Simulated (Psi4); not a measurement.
# triplet C2H5Br at 4 levels

We compute a comparison of 4 runs (UHF/STO-3G, UB3LYP/6-31G*, UHSE06/6-31G*) of triplet C2H5Br. 

The results are computed with Psi4 1.11.

## 1. Starting point

C2H5Br: 8 atoms, total charge 0, spin state triplet. As SMILES of the parent species, `CCBr`. The shape is that of a PBE0-D4/def2-TZVP optimisation. That shape belongs to the parent species and isn't relaxed for this state.

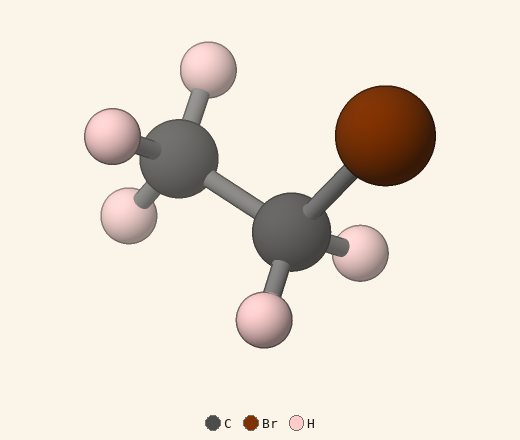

The structure, seen from a chosen angle (carbon dark grey, bromine brown, hydrogen pink).

## 2. Energy and gradient at UHF/STO-3G (run 1)

Contents of run.py:

```python
import psi4

psi4.set_memory(1600000000)
psi4.set_num_threads(1)
psi4.core.set_output_file('c2h5br.out', False)

molecule = psi4.geometry("""
0 3
C     -0.429100     0.590100    -0.328800
C      0.243000    -0.639200     0.222500
Br     1.994500    -0.223400     0.972400
H     -1.406200     0.316400    -0.739300
H      0.162900     1.040400    -1.126700
H     -0.582800     1.339300     0.449000
H      0.428800    -1.390300    -0.542500
H     -0.318900    -1.090600     1.037600
units angstrom
symmetry c1
""")

psi4.set_options({
    'basis': 'STO-3G',
    'reference': 'uhf',
    'puream': True,
    'e_convergence': 1e-09,
    'd_convergence': 1e-08,
    'scf_type': 'pk',
    'maxiter': 200,
})

e_tot, wfn = psi4.gradient('hf', return_wfn=True)
psi4.oeprop(wfn, 'QUADRUPOLE', 'LOWDIN_CHARGES', 'WIBERG_LOWDIN_INDICES', title='HF')
print('gradient / Eh bohr^-1')
print(e_tot.np.round(6))
print(f'energy = {wfn.energy():.10f} Eh')
```

Run with:

```console
$ python run.py
```

c2h5br.out:

```text
[...]
  Running in c1 symmetry.
[...]
  Nuclear repulsion =  164.590838582925386
[...]
  Multiplicity = 3
[...]
  Nalpha       = 27
  Nbeta        = 25
[...]
    Number of basis functions: 33
[...]
   @UHF iter   1: -2621.93568156312722   -2.82420e+00   6.43958e-03 DIIS/ADIIS
[...]
   @UHF iter  14: -2622.14231090381782   -1.36424e-12   8.64633e-09 DIIS
[...]
   @S^2 Observed:                2.007157683E+00
[...]
  @UHF Final Energy: -2622.14231090381782
   => Energetics <=
    Nuclear Repulsion Energy =            164.5908385829253859
    One-Electron Energy =               -3993.0198152957163984
    Two-Electron Energy =                1206.2866658089737939
    Total Energy =                      -2622.1423109038173607
  UHF NO Occupations:
  HONO-2 :   25  A 1.9987287
  HONO-1 :   26  A 1.0000000
[...]
  -Total Gradient:
     Atom            X                  Y                   Z
    ------   -----------------  -----------------  -----------------
       1        0.019339834547    -0.001312081218     0.009382455294
       2        0.208116585374     0.065747121228     0.086017676782
       3       -0.231523004319    -0.051564723314    -0.099767600569
       4       -0.002235242175    -0.010410291457     0.000915980071
       5        0.002718952104     0.000141790763    -0.002568300512
       6       -0.000153860037     0.001295035482     0.003517692670
       7        0.003594516992    -0.002640275079    -0.002412475470
       8        0.000142217256    -0.001256576399     0.004914571744
[...]
 Multipole Moments:
 ------------------------------------------------------------------------------------
     Multipole            Electronic (a.u.)      Nuclear  (a.u.)        Total (a.u.)
 ------------------------------------------------------------------------------------
 L = 1.  Multiply by 2.5417464519 to convert [e a0] to [Debye]
 Dipole X            :         13.6117059          -13.1011486            0.5105573
 Dipole Y            :         -1.4281220            1.4606994            0.0325774
 Dipole Z            :          6.7120367           -6.4766442            0.2353926
 Magnitude           :                                                    0.5631516
 L = 2.  Multiply by 1.3450342976 to convert [e a0^2] to [Debye ang]
 Quadrupole XX       :       -230.3133985          207.0569158          -23.2564827
 Quadrupole XY       :         32.9937049          -33.1419339           -0.1482290
[...]
```

On the terminal:

```text
gradient / Eh bohr^-1
[[ 1.93400e-02 -1.31200e-03  9.38200e-03]
 [ 2.08117e-01  6.57470e-02  8.60180e-02]
 [-2.31523e-01 -5.15650e-02 -9.97680e-02]
 [-2.23500e-03 -1.04100e-02  9.16000e-04]
 [ 2.71900e-03  1.42000e-04 -2.56800e-03]
 [-1.54000e-04  1.29500e-03  3.51800e-03]
 [ 3.59500e-03 -2.64000e-03 -2.41200e-03]
 [ 1.42000e-04 -1.25700e-03  4.91500e-03]]
energy = -2622.1423109038 Eh
```

It took 1.6 s on 1 thread of AMD EPYC 9R14 (Zen 4), shared host; peak memory 0.19 GiB.

## 3. Energy and gradient at UB3LYP/6-31G(d) (spherical functions) (run 2)

Contents of job.dat:

```
memory 1600 MB

molecule {
  0 3
  C
  C 1 1.505599
  Br 2 1.950126 1 111.57076
  H 1 1.094599 2 109.36859 3 179.99616
  H 1 1.090816 4 108.26178 2 121.38375
  H 1 1.090824 5 108.33127 4 -117.19082
  H 2 1.088071 1 112.48287 5 -57.6582
  H 2 1.088063 7 109.17767 1 125.60797
  symmetry c1
  no_reorient
  no_com
}

set {
  reference uks
  puream true
  e_convergence 1e-09
  d_convergence 1e-08
  scf_type pk
  dft_radial_points 99
  dft_spherical_points 590
  maxiter 200
}

energy_value, wavefunction = gradient('b3lyp/6-31G*', return_wfn=True)
oeprop(wavefunction, 'LOWDIN_CHARGES', 'WIBERG_LOWDIN_INDICES', 'DIPOLE')
print_variables()
```

Run with:

```console
$ psi4 -i job.dat -o job.out -n 1
```

job.out:

```text
[...]
  Running in c1 symmetry.
[...]
  Nuclear repulsion =  164.590843058370780
[...]
  Multiplicity = 3
[...]
  Nalpha       = 27
  Nbeta        = 25
[...]
    Number of basis functions: 70
[...]
   @UKS iter   1: -2652.38964164905292   -1.16565e+00   2.21865e-02 ADIIS/DIIS
[...]
   @UKS iter  14: -2652.88683763663312   -8.18545e-12   9.78548e-09 DIIS
[...]
   @S^2 Observed:                2.003294893E+00
[...]
  @UKS Final Energy: -2652.88683763663312
   => Energetics <=
    Nuclear Repulsion Energy =            164.5908430583707798
    One-Electron Energy =               -4013.5508414407008786
    Two-Electron Energy =                1279.8248345204158340
    DFT Exchange-Correlation Energy =     -83.7516737747190518
    Empirical Dispersion Energy =           0.0000000000000000
    VV10 Nonlocal Energy =                  0.0000000000000000
    Total Energy =                      -2652.8868376366335724
[...]
  -Total Gradient:
     Atom            X                  Y                   Z
    ------   -----------------  -----------------  -----------------
       1       -0.000008778941    -0.012442856761    -0.001743990445
       2        0.000001918653    -0.096101370153     0.055964840336
       3        0.000001586556     0.118902890966    -0.050706123482
       4       -0.000000827446    -0.000312679612     0.007858139708
       5        0.003399859406     0.002299671319     0.002538370735
       6       -0.003395522291     0.002295473865     0.002540506307
       7        0.005773306649    -0.007319237938    -0.008227998440
       8       -0.005771542496    -0.007323024107    -0.008222566046
[...]
 Multipole Moments:
 ------------------------------------------------------------------------------------
     Multipole            Electronic (a.u.)      Nuclear  (a.u.)        Total (a.u.)
 ------------------------------------------------------------------------------------
 L = 1.  Multiply by 2.5417464519 to convert [e a0] to [Debye]
 Dipole X            :          0.0000449           -0.0000698           -0.0000250
 Dipole Y            :        -10.9193858           11.2749704            0.3555845
 Dipole Z            :          9.3129174           -9.4125283           -0.0996109
 Magnitude           :                                                    0.3692732
[...]
```

It took 21 s on 1 thread of AMD EPYC 9R14 (Zen 4), shared host; peak memory 0.98 GiB.

Run 3 isn't shown in full; the table further down has it.

## 4. A single-point energy at UB3LYP/6-31G(d) (Cartesian functions) (run 4)

Contents of input.dat:

```
memory 1600 MB

molecule geom {
  0 3
  C     -0.81088148     1.11512739    -0.62134195
  C      0.45920345    -1.20791294     0.42046406
  Br     3.76905876    -0.42216482     1.83756968
  H     -2.65733288     0.59790935    -1.39707452
  H      0.30783639     1.96607106    -2.12915442
  H     -1.10133239     2.53091020     0.84848703
  H      0.81031456    -2.62728623    -1.02517642
  H     -0.60263366    -2.06093531     1.96077983
  units au
  symmetry c1
  no_reorient
  no_com
}

set {
  basis 6-31G*
  reference uks
  puream false
  e_convergence 1e-09
  d_convergence 1e-08
  scf_type pk
  dft_radial_points 99
  dft_spherical_points 590
  maxiter 200
}

energy_value, wavefunction = energy('b3lyp', return_wfn=True)
oeprop(wavefunction, 'WIBERG_LOWDIN_INDICES', 'DIPOLE', 'MULLIKEN_CHARGES')
print_variables()
```

Run with:

```console
$ psi4 -i input.dat -o output.dat -n 1
```

output.dat:

```text
[...]
  Running in c1 symmetry.
[...]
  Nuclear repulsion =  164.590838577800611
[...]
  Multiplicity = 3
[...]
  Nalpha       = 27
  Nbeta        = 25
[...]
    Number of basis functions: 75
[...]
   @UKS iter   1: -2652.36476813725585   -1.14843e+00   2.29017e-02 ADIIS/DIIS
[...]
   @UKS iter  14: -2652.89709651312160   -6.82121e-12   9.48976e-09 DIIS
[...]
   @S^2 Observed:                2.003310587E+00
[...]
  @UKS Final Energy: -2652.89709651312160
   => Energetics <=
    Nuclear Repulsion Energy =            164.5908385778006107
    One-Electron Energy =               -4013.4535759754062383
    Two-Electron Energy =                1279.6735856977270487
    DFT Exchange-Correlation Energy =     -83.7079448132427757
    Empirical Dispersion Energy =           0.0000000000000000
    VV10 Nonlocal Energy =                  0.0000000000000000
    Total Energy =                      -2652.8970965131211415
[...]
 Multipole Moments:
 ------------------------------------------------------------------------------------
     Multipole            Electronic (a.u.)      Nuclear  (a.u.)        Total (a.u.)
 ------------------------------------------------------------------------------------
 L = 1.  Multiply by 2.5417464519 to convert [e a0] to [Debye]
 Dipole X            :       -126.8928765          126.5638404           -0.3290360
 Dipole Y            :         14.8116361          -14.9258129           -0.1141768
 Dipole Z            :        -61.5015936           61.3675330           -0.1340607
 Magnitude           :                                                    0.3731934
[...]
  Mulliken Charges: (a.u.)
   Center  Symbol    Alpha    Beta     Spin     Total
       1     C     3.20074  3.22765 -0.02691 -0.42839
       2     C     3.52984  2.92126  0.60857 -0.45110
       3    BR    18.10612 16.78915  1.31697  0.10473
       4     H     0.43221  0.41856  0.01364  0.14923
       5     H     0.43366  0.42061  0.01304  0.14573
       6     H     0.43366  0.42061  0.01304  0.14573
       7     H     0.43190  0.40106  0.03083  0.16704
       8     H     0.43188  0.40108  0.03080  0.16703
   Total alpha = 27.00000, Total beta = 25.00000, Total charge = -0.00000
[...]
```

Run time: 18 s. Hardware: 1 thread of AMD EPYC 9R14 (Zen 4), shared host; peak memory 1 GiB.

## 5. Overview of the runs

| run | level | integration grid | task | energy (Eh) | dipole moment (D) | HOMO energy (eV) | ⟨S²⟩ | wall time |
| --- | --- | --- | --- | --- | --- | --- | --- | --- |
| 1 | UHF/STO-3G | – | gradient | -2622.142311 | 1.43 | -1.93 | 2.007 | 1.6 s |
| 2 | UB3LYP/6-31G* (spherical functions) | 99 radial × 590 angular | gradient | -2652.886838 | 0.94 | -1.95 | 2.003 | 21 s |
| 3 | UHSE06/6-31G* (spherical functions) | 99 radial × 590 angular | energy | -2652.447989 | 0.92 | -1.82 | 2.004 | 41 s |
| 4 | UB3LYP/6-31G* (Cartesian functions) | 99 radial × 590 angular | energy | -2652.897097 | 0.95 | -1.96 | 2.003 | 18 s |

## 6. Outcome

| quantity | value |
| --- | --- |
| run 4: total energy | -2652.89710 Eh |
| run 4: dipole moment | 0.95 D |
| run 4: HOMO energy (highest over α and β) | -1.96 eV |
| run 4: ⟨S²⟩ | 2.003 |

What this shows: The dipole moment (its size) runs from 0.92 D (UHSE06/6-31G*) to 1.43 D (UHF/STO-3G). The two ends differ in method and basis. The two dipoles point in opposite directions. Totals of different functionals can't be ranked against each other. In run 1 the basis is minimal, so the values are rough. All runs together took 82 s, the longest 41 s.
